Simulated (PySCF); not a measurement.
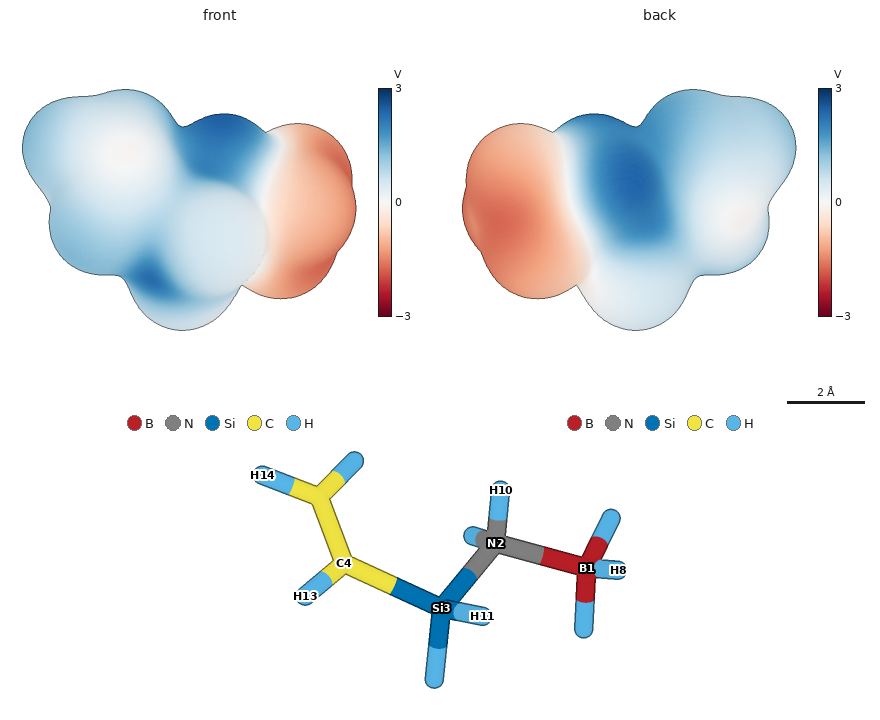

Figure 1: C₂H₁₀BNSi. The molecular electrostatic potential painted on the density surface at 0.002 e/bohr³, seen from the front and from behind; red is negative and blue positive. The bare structure is drawn below in the same view.

Geometry: GFN2-xTB.

The calculation used PySCF, PBE0/pcSseg-1, SCF density, gas phase, non-relativistic.

The calculation's input:

```
{"job": {"kind": "nmr", "xc": "PBE0", "basis": "pcSseg-1"}, "charge": 0, "multiplicity": 1}
B     -2.435042     0.078979    -0.111839
N     -0.786119     0.377681    -0.098947
Si     0.266786    -1.030137    -0.394268
C      2.044681    -0.393986    -0.435407
C      2.447499     0.854546    -0.244856
H     -2.943148     1.128262     0.140246
H     -2.622083    -0.744846     0.726164
H     -2.683217    -0.309605    -1.208871
H     -0.634328     0.801036     0.809325
H     -0.677953     1.107418    -0.793945
H     -0.104260    -1.581936    -1.694552
H      0.075713    -1.937831     0.735417
H      2.803002    -1.140874    -0.633381
H      3.487272     1.140861    -0.282016
H      1.756783     1.658423    -0.040636
```

Run with:

```sh
OMP_NUM_THREADS=1 python probes_run.py task.json out
```

### Describe the electrostatic potential map.

The most negative region (about −1.7 V, or −39 kcal/mol for a unit charge) lies over H6, the most positive (about +2.4 V, or +55 kcal/mol for a unit charge) over H9 and H10.

### How polar is the molecule by this calculation?

Its dipole moment is 5.77 D.
